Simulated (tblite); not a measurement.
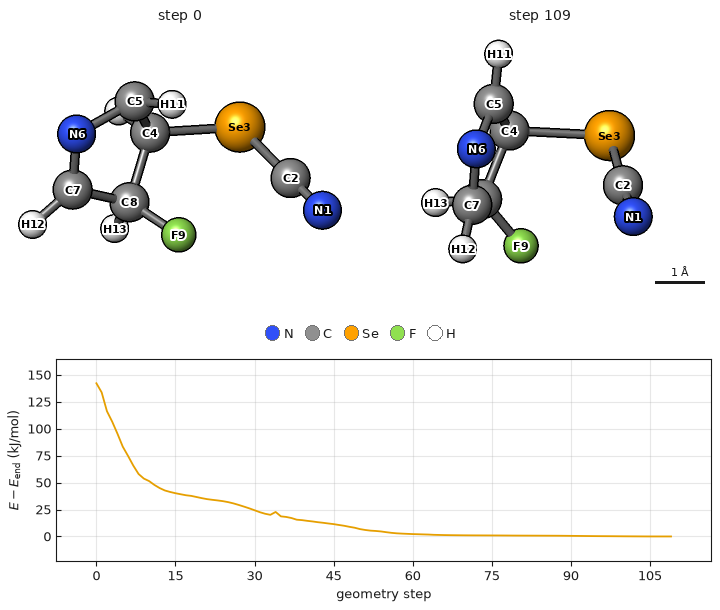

First and last geometry of a relaxation of C₅H₄FN₂Se (multiplicity 2), with the history of the run. A ball-and-stick model, seen face on.

Level of theory: GFN2-xTB geometry optimisation, gas phase (tblite). 

**Read the history and describe the run.**

It converged. An H atom moves most after the best rigid fit: 1.68 Å. By element the largest moves are H 1.68 Å, F 1.55 Å, N 1.26 Å, C 0.93 Å, Se 0.32 Å. Near-neighbour distances that change, for instance: C–Se 1.924 → 2.084 Å, C–N 1.435 → 1.328 Å, C–Se 1.871 → 1.810 Å, C–C 1.517 → 1.463 Å. Bond angles that change, for instance: C–Se–C 110.5° → 95.7°, C–C–H 115.7° → 125.9°, C–C–N 102.9° → 112.8°. Over 109 geometry steps the energy falls by 142.2 kJ/mol. Cost: 0.61 s on 1 thread of Arm Neoverse V2, on a shared host.

```
step  E − E(0), kJ/mol
   0              0.00
   1             -8.48
   2            -25.94
   3            -35.67
   4            -46.87
   5            -58.84
   6            -67.41
   7            -76.44
   8            -84.22
   9            -88.48
  10            -90.81
  15           -102.07
  20           -106.65
  26           -111.52
  31           -119.68
  36           -124.09
  41           -128.27
  46           -131.54
  52           -136.80
  57           -139.30
  62           -140.29
  67           -140.99
  73           -141.23
  78           -141.34
  83           -141.45
  88           -141.55
  93           -141.81
  99           -142.03
 104           -142.18
 109           -142.20
```
